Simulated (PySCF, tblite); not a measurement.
System: CH₁₃NSi₄, SMILES C[SiH2][SiH2]N([SiH3])[SiH3].

Vertical TDDFT excitations, CAM-B3LYP/def2-SVPD in PySCF 2.14.0, at a GFN2-xTB geometry (a minimum by its frequencies), gas phase.

Predict the low-lying singlet excitations and the spectrum.

Answer. The lowest singlet lies at 5.55 eV (223 nm, f = 0.008); the brightest of the first 8 is S3 at 6.66 eV (186 nm), f = 0.068, mainly HOMO → LUMO+3 (71 %). No singlet lies below 3.1 eV (beyond 400 nm), so at this level no vertical transition falls in the visible.


```
state  E (eV)  λ (nm)      f        main character
   S1    5.55     223  0.008    HOMO → LUMO (94 %)
   S2    6.31     197  0.004  HOMO → LUMO+1 (89 %)
   S3    6.66     186  0.068  HOMO → LUMO+3 (71 %)
   S4    6.87     180  0.007  HOMO → LUMO+4 (48 %)
   S5    7.10     175  0.044  HOMO → LUMO+2 (78 %)
   S6    7.43     167  0.031  HOMO → LUMO+5 (31 %)
   S7    7.52     165  0.055  HOMO → LUMO+5 (33 %)
   S8    7.56     164  0.001  HOMO → LUMO+6 (54 %)
```

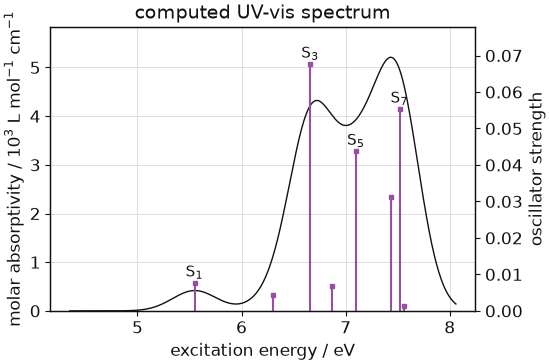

Only the first 8 singlet excitations are included; each is broadened by a Gaussian of 1/e half-width 0.30 eV. Sticks give oscillator strengths (right axis).

Note: the tight-binding geometry is rougher than a DFT one and adds to the error; one conformer of a flexible molecule; core orbitals are frozen in the response.
